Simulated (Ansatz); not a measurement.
Geometry relaxation of C3H7BS (part 2 of 2)

Continued. System: C3H7BS. Method: RKS B3LYP/def2-SVP (Ansatz 0.2.0). It belongs to a series of runs on one base structure; here: end point A relaxed.

Geometry of the input (Å):
```
C  -1.5150  -0.3815  0.5593
B  -0.3751  0.6661  0.8575
C  0.9289  0.6553  0.0061
C  1.2515  -0.3593  -1.0654
S  2.0474  1.4971  0.4137
H  -1.9493  -0.1385  -0.4780
H  -1.1738  -1.3799  0.6316
H  -2.3446  -0.1607  1.2714
H  -0.4899  1.4449  1.8002
H  2.0103  -0.0799  -1.7195
H  0.2510  -0.4750  -1.6585
H  1.4357  -1.3437  -0.5845
```

## Trajectory as extended XYZ, continued
```
12
Properties=species:S:1:pos:R:3:forces:R:3 step=8 energy=-14730.55027
C    -1.4890   -0.4274    0.6867   -0.1880   0.2235  -0.0955
B    -0.4248    0.7231    0.7460   -0.1541   0.2608   0.0111
C     0.9735    0.6244    0.0176    0.3898   0.2120   0.3453
C     1.2012   -0.3466   -1.0960   -0.2145  -0.3188  -0.4303
S     2.2271    1.4766    0.6843   -0.3540  -0.2076  -0.0730
H    -2.1599   -0.0866   -0.1515    0.2275  -0.1345   0.2762
H    -1.1170   -1.4241    0.4101   -0.0296  -0.0502   0.0153
H    -2.1471   -0.4915    1.5717    0.1051  -0.0090  -0.0874
H    -0.6958    1.7712    1.3033    0.0295  -0.2082  -0.1398
H     2.2067   -0.2546   -1.5402   -0.1340  -0.0089   0.0602
H     0.4259   -0.2356   -1.8924    0.2738  -0.0332   0.2432
H     1.0762   -1.3841   -0.7056    0.0484   0.2741  -0.1256
12
Properties=species:S:1:pos:R:3:forces:R:3 step=9 energy=-14730.60338
C    -1.4840   -0.4320    0.7342    0.0194  -0.1094   0.0160
B    -0.4448    0.7426    0.7022    0.0228   0.1789  -0.0884
C     0.9770    0.5896    0.0341    0.2900   0.2004   0.1252
C     1.2078   -0.3230   -1.1424   -0.0442  -0.0179   0.0194
S     2.2227    1.3432    0.8289   -0.4471  -0.3272  -0.1743
H    -2.1702   -0.1734   -0.1087    0.0660  -0.0401   0.1229
H    -1.1007   -1.4500    0.5334   -0.0376   0.1828   0.0499
H    -2.1183   -0.4452    1.6360    0.0121   0.0110  -0.0381
H    -0.7603    1.8390    1.1280    0.0482  -0.2224  -0.1086
H     2.2319   -0.2344   -1.5358   -0.0484  -0.0180   0.0129
H     0.4764   -0.1395   -1.9550    0.0845   0.0305   0.1099
H     1.0396   -1.3723   -0.8210    0.0343   0.1315  -0.0468
12
Properties=species:S:1:pos:R:3:forces:R:3 step=10 energy=-14730.63891
C    -1.4706   -0.4332    0.7712   -0.0036  -0.1105  -0.1290
B    -0.4674    0.7651    0.6192   -0.0280   0.2283   0.4973
C     0.9585    0.5916    0.0117    0.6453  -0.1070   0.1337
C     1.2142   -0.2979   -1.1751    0.0339   0.1502  -0.0335
S     2.1871    1.2007    0.9552   -0.6795  -0.2761  -0.3601
H    -2.1913   -0.2474   -0.0595    0.0050  -0.0539   0.0803
H    -1.0682   -1.4525    0.6227   -0.0188   0.1828   0.0364
H    -2.0751   -0.4061    1.6929    0.0502   0.0525  -0.0309
H    -0.7940    1.8677    1.0106   -0.0426  -0.1146  -0.2018
H     2.2570   -0.2313   -1.5199   -0.0339  -0.0343  -0.0031
H     0.5253   -0.0655   -2.0085    0.0531   0.0030   0.0298
H     1.0016   -1.3464   -0.8865    0.0190   0.0798  -0.0190
12
Properties=species:S:1:pos:R:3:forces:R:3 step=11 energy=-14730.67837
C    -1.4673   -0.4341    0.8188   -0.0311  -0.1697   0.0513
B    -0.4666    0.7607    0.6299   -0.1359   0.4331  -0.2120
C     0.9559    0.5477    0.0234    0.6467   0.0153   0.3367
C     1.2267   -0.2710   -1.2106   -0.0376   0.1156   0.0359
S     2.1626    1.0761    1.0464   -0.7323  -0.2664  -0.4274
H    -2.1916   -0.3035   -0.0208    0.0937  -0.0005   0.1453
H    -1.0484   -1.4534    0.7271   -0.0284   0.1722   0.0554
H    -2.0695   -0.3656    1.7407    0.0146   0.0085  -0.0475
H    -0.8575    1.9063    0.8327    0.1823  -0.3901  -0.0109
H     2.2823   -0.2135   -1.5206   -0.0688  -0.0114   0.0267
H     0.5677    0.0243   -2.0505    0.0789  -0.0092   0.0963
H     0.9827   -1.3290   -0.9827    0.0180   0.1025  -0.0497
12
Properties=species:S:1:pos:R:3:forces:R:3 step=12 energy=-14730.74273
C    -1.4640   -0.4257    0.8694   -0.1571  -0.1696   0.0904
B    -0.5015    0.7701    0.5634    0.1405   0.0042   0.0364
C     0.9207    0.4929    0.0084    0.5294   0.2115   0.0636
C     1.2473   -0.2452   -1.2523    0.0612  -0.0008  -0.0308
S     2.0491    0.9392    1.1380   -0.4747  -0.1705  -0.2455
H    -2.2188   -0.3881    0.0503    0.0474  -0.0260   0.1257
H    -0.9997   -1.4287    0.8476   -0.0834   0.1459   0.0350
H    -2.0303   -0.2999    1.8092    0.0102  -0.0174  -0.0842
H    -0.8650    1.9127    0.7048   -0.0319   0.0021  -0.0351
H     2.3266   -0.2130   -1.4791   -0.1134  -0.0195   0.0117
H     0.6637    0.1343   -2.1135    0.0644  -0.0247   0.1065
H     0.9491   -1.3037   -1.1123    0.0073   0.0647  -0.0738
12
Properties=species:S:1:pos:R:3:forces:R:3 step=13 energy=-14730.78382
C    -1.4705   -0.4248    0.9346   -0.0507  -0.0211  -0.0564
B    -0.5192    0.7607    0.5149    0.1446  -0.0029   0.1123
C     0.9085    0.4773   -0.0293    0.2080  -0.2303   0.2412
C     1.2837   -0.2120   -1.3018    0.0721   0.0225  -0.1452
S     1.9458    0.7997    1.2225   -0.4239  -0.0130  -0.3683
H    -2.2466   -0.4711    0.1359    0.0712  -0.0106   0.1420
H    -0.9887   -1.4174    0.9878   -0.0571   0.1243   0.0124
H    -2.0156   -0.2333    1.8767    0.0451   0.0128  -0.0981
H    -0.8955    1.9086    0.5699   -0.0377  -0.0185  -0.0068
H     2.3792   -0.2287   -1.4502   -0.1796  -0.0338  -0.0172
H     0.7824    0.2475   -2.1814    0.1227  -0.0848   0.2206
H     0.9134   -1.2618   -1.2458    0.0854   0.2555  -0.0364
12
Properties=species:S:1:pos:R:3:forces:R:3 step=14 energy=-14730.81150
C    -1.4799   -0.4204    0.9603   -0.0668   0.0137  -0.0376
B    -0.5286    0.7493    0.4954    0.0838  -0.0624   0.0203
C     0.8864    0.4349   -0.0540    0.2328   0.0220   0.1103
C     1.3167   -0.1992   -1.3324   -0.0524  -0.0171  -0.0563
S     1.8376    0.7520    1.2594   -0.2224  -0.0484  -0.2303
H    -2.2818   -0.5430    0.1994    0.0996   0.0979   0.0680
H    -0.9761   -1.3960    1.0562   -0.0535   0.0348   0.0866
H    -1.9945   -0.1668    1.9022   -0.0012  -0.0878   0.0035
H    -0.8890    1.9028    0.5354   -0.0335  -0.0183  -0.0535
H     2.4105   -0.2538   -1.4547   -0.0489   0.0347   0.0925
H     0.8661    0.3170   -2.2022    0.0272  -0.0738   0.1016
H     0.9096   -1.2319   -1.3311    0.0354   0.1045  -0.1052
12
Properties=species:S:1:pos:R:3:forces:R:3 step=16 energy=-14730.84554
C    -1.5176   -0.4118    1.0644    0.0210  -0.0072   0.0284
B    -0.5362    0.6766    0.4657   -0.0820  -0.0881   0.0302
C     0.8651    0.3361   -0.0942    0.0529  -0.0519   0.0162
C     1.3837   -0.1638   -1.3966   -0.1178  -0.0976  -0.0757
S     1.7224    0.6330    1.2814   -0.0439   0.0059  -0.0979
H    -2.3271   -0.5802    0.3226    0.0656   0.0314   0.0573
H    -1.0471   -1.3885    1.2739   -0.0500   0.0996  -0.0154
H    -2.0179   -0.0504    1.9823    0.0520  -0.0427  -0.1020
H    -0.9056    1.8256    0.3629    0.0106   0.0120  -0.0056
H     2.4838   -0.2126   -1.4290   -0.0514   0.0028   0.0177
H     1.0053    0.4631   -2.2295    0.0527  -0.0823   0.1358
H     0.9684   -1.1823   -1.5698    0.0902   0.2183   0.0110
12
Properties=species:S:1:pos:R:3:forces:R:3 step=17 energy=-14730.84537 accepted=F
C    -1.5153   -0.4249    1.0997    0.0243  -0.0052  -0.0310
B    -0.5501    0.6317    0.4359    0.0091  -0.0369   0.0534
C     0.8617    0.2980   -0.1017   -0.1371   0.2151   0.0654
C     1.3968   -0.1619   -1.4040    0.1936  -0.0992  -0.0059
S     1.6934    0.7003    1.2603    0.0320  -0.0833  -0.0313
H    -2.3438   -0.6091    0.3897   -0.0319  -0.0068  -0.0429
H    -1.0577   -1.3956    1.3393    0.0492  -0.0230  -0.0087
H    -1.9902   -0.0265    2.0083   -0.0315   0.0493   0.0730
H    -0.9326    1.7674    0.2630   -0.0326   0.0245  -0.0223
H     2.4878   -0.3365   -1.3702   -0.1593   0.0502  -0.0815
H     1.1534    0.5889   -2.1821    0.0509  -0.0624   0.0788
H     0.8738   -1.0869   -1.7042    0.0334  -0.0221  -0.0472
12
Properties=species:S:1:pos:R:3:forces:R:3 step=18 energy=-14730.85073
C    -1.5158   -0.4174    1.0834    0.0264   0.0522  -0.0196
B    -0.5465    0.6573    0.4530   -0.0170  -0.0262  -0.0143
C     0.8591    0.3175   -0.0969    0.0103  -0.0048   0.0425
C     1.3892   -0.1672   -1.3970   -0.0226   0.0139   0.0167
S     1.7120    0.6575    1.2696   -0.0203  -0.0048  -0.0378
H    -2.3326   -0.5908    0.3559   -0.0157  -0.0036  -0.0105
H    -1.0484   -1.3881    1.3033    0.0185  -0.0287   0.0067
H    -2.0031   -0.0401    1.9965   -0.0137   0.0085   0.0221
H    -0.9253    1.7999    0.3078    0.0053  -0.0059   0.0115
H     2.4834   -0.2665   -1.3986    0.0473  -0.0154   0.0106
H     1.0782    0.5230   -2.2001   -0.0147   0.0277  -0.0316
H     0.9270   -1.1401   -1.6431   -0.0037  -0.0129   0.0037
12
Properties=species:S:1:pos:R:3:forces:R:3 step=19 energy=-14730.85050 accepted=F
C    -1.5188   -0.4170    1.0924   -0.0198  -0.0202  -0.0178
B    -0.5542    0.6468    0.4403    0.0075   0.0334   0.0800
C     0.8537    0.3089   -0.1040   -0.0026   0.0013   0.0039
C     1.3963   -0.1651   -1.4022    0.0261   0.0083  -0.0587
S     1.6968    0.6558    1.2653    0.0143  -0.0049  -0.0009
H    -2.3433   -0.5971    0.3735    0.0061  -0.0112   0.0187
H    -1.0495   -1.3873    1.3199   -0.0167   0.0251  -0.0087
H    -1.9984   -0.0280    2.0067    0.0180  -0.0056  -0.0270
H    -0.9278    1.7916    0.3002   -0.0136  -0.0115  -0.0285
H     2.4921   -0.2778   -1.3873   -0.0520   0.0043  -0.0059
H     1.1042    0.5435   -2.2008    0.0207  -0.0404   0.0390
H     0.9259   -1.1294   -1.6700    0.0120   0.0214   0.0060
12
Properties=species:S:1:pos:R:3:forces:R:3 step=20 energy=-14730.85104
C    -1.5172   -0.4170    1.0869    0.0030  -0.0047   0.0074
B    -0.5488    0.6528    0.4501   -0.0092  -0.0066  -0.0165
C     0.8572    0.3132   -0.0988    0.0008   0.0139   0.0114
C     1.3917   -0.1655   -1.3992    0.0108  -0.0005  -0.0128
S     1.7082    0.6579    1.2665   -0.0028  -0.0041  -0.0017
H    -2.3374   -0.5945    0.3629    0.0068   0.0015   0.0051
H    -1.0484   -1.3878    1.3106   -0.0061   0.0073   0.0001
H    -2.0020   -0.0348    2.0005    0.0016  -0.0034  -0.0040
H    -0.9276    1.7947    0.3020    0.0038   0.0014   0.0038
H     2.4869   -0.2740   -1.3927   -0.0149   0.0023  -0.0008
H     1.0902    0.5338   -2.2003    0.0056  -0.0079   0.0102
H     0.9244   -1.1339   -1.6545    0.0005   0.0006  -0.0022
```

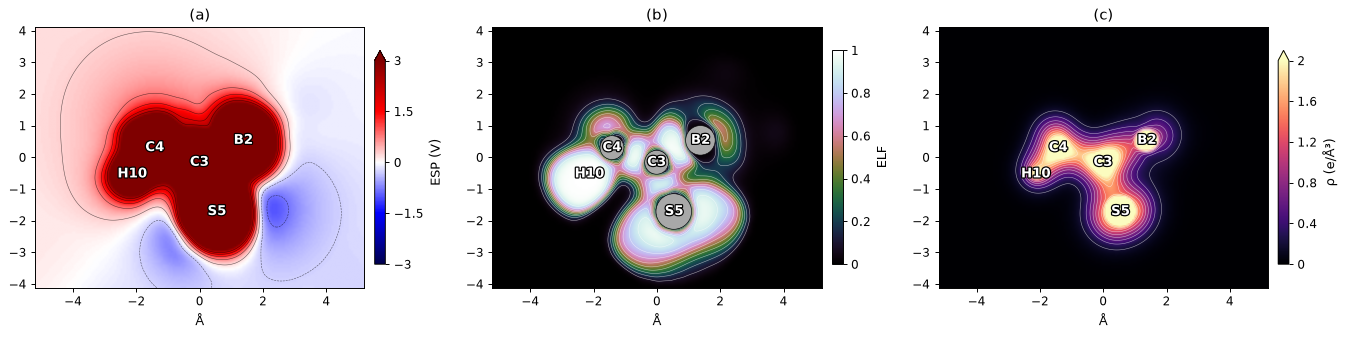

*(a) electrostatic potential; (b) electron localisation function; (c) total electron density on the plane of atoms C4, C3 and S5. Grey discs, where drawn, cover atomic cores.*

Atoms in the plane: B, C, S and H. C–H (1.10 Å): ρ is about 2 e/Å³ halfway; the ELF climbs to about 1 towards the hydrogen, as it does in any bond to H; a covalent bond by its length.

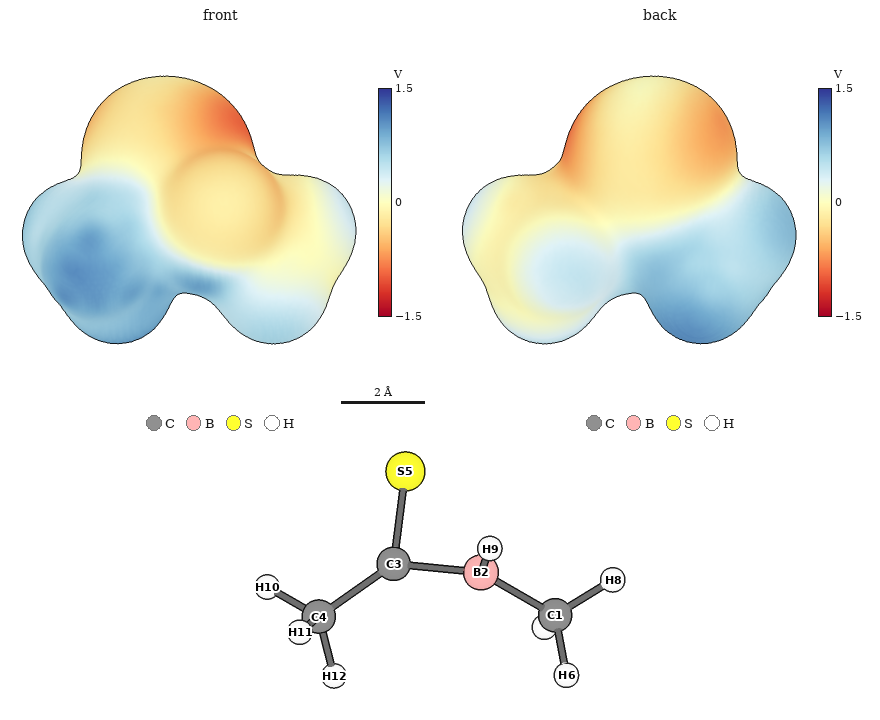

*The molecular electrostatic potential painted on the density surface at 0.002 e/bohr³, seen at a tilt and from behind; the colour scale runs from red (negative) to blue (positive). The bare structure is drawn below in the same view.*

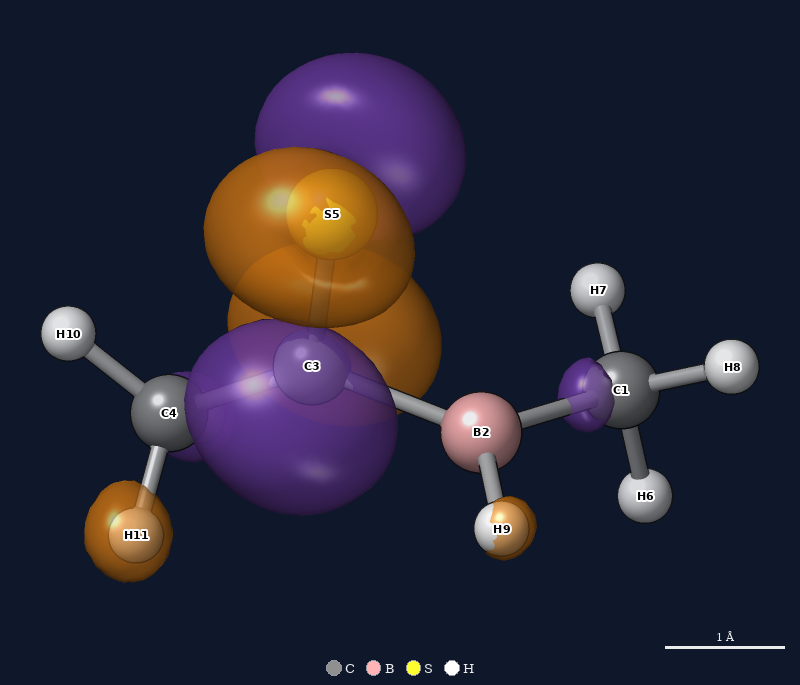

*One frontier orbital at ±0.15 Å⁻³ᐟ² (orange and purple are the two phases), seen from the side.*

The LUMO, at −2.20 eV. Its weight (Hirshfeld) is mainly on C3 (40 %) and S5 (40 %); π-antibonding (π*) across C3–S5.

## Summary

| quantity | value |
| --- | --- |
| outcome | converged |
| total energy | −14730.8513 eV |
| mean-field energy | −14730.8513 eV |
| largest force (length of the vector) at the end | 0.020 eV/Å |
| hardware | 2 threads of Intel Xeon @ 2.50GHz (Skylake/Cascade Lake), 16 GiB of memory available, shared host |
| wall time | 82 s (CPU time 2.6 min) |
| peak memory | 0.26 GiB |
